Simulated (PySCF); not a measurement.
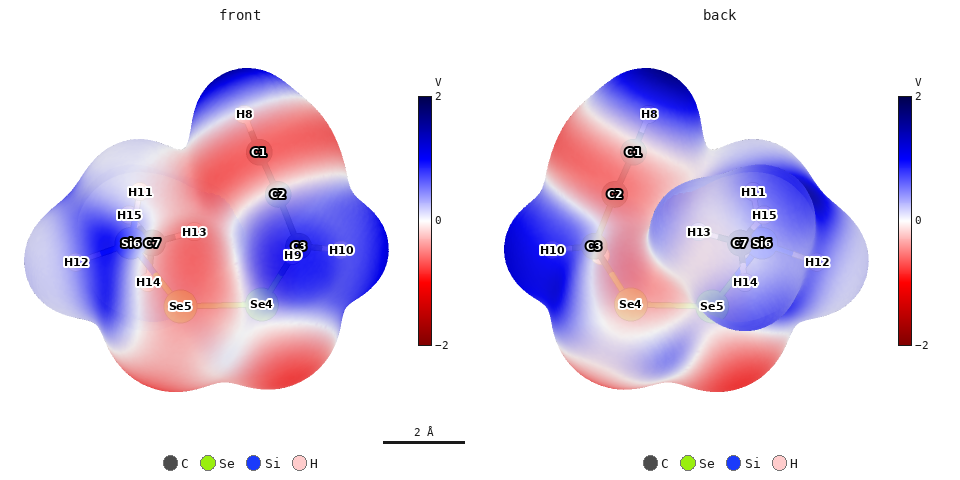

Figure. C$_{4}$H$_{8}$Se$_{2}$Si. The molecular electrostatic potential painted on the density surface at 0.002 e/bohr³, seen from the front and from behind; red is negative and blue positive.

Geometry: GFN2-xTB.

Method: PySCF, B3LYP/def2-SVPD, SCF density, gas phase.

Input file:

```
{"job": {"kind": "uv", "xc": "B3LYP", "basis": "def2-SVPD", "nstates": 8, "ntriplets": 3}, "charge": 0, "multiplicity": 1}
C      1.050008     1.311311     1.732662
C      1.755489     0.617266     1.056389
C      2.540905    -0.222696     0.202023
Se     1.556900    -0.694603    -1.485559
Se     0.049416    -2.227374    -0.658132
Si    -1.745952    -0.882183    -0.026115
C     -1.865907     0.606313    -1.191261
H      0.468796     1.926535     2.352354
H      2.793965    -1.166361     0.689554
H      3.446762     0.287522    -0.132823
H     -1.515015    -0.483672     1.362532
H     -2.878835    -1.797635    -0.146358
H     -0.969484     1.218842    -1.127364
H     -1.973436     0.284498    -2.224455
H     -2.718027     1.230226    -0.942324
```

Launched as:

```sh
OMP_NUM_THREADS=1 python probes_run.py task.json out
```

Q: Describe the electrostatic potential map.

A: The most negative region (about −0.8 V) lies over Se4 and Se5, the most positive (about +1.5 V) over Si6 and H8.

Q: What dipole moment does the calculation give?

A: Its dipole moment is 1.57 D.
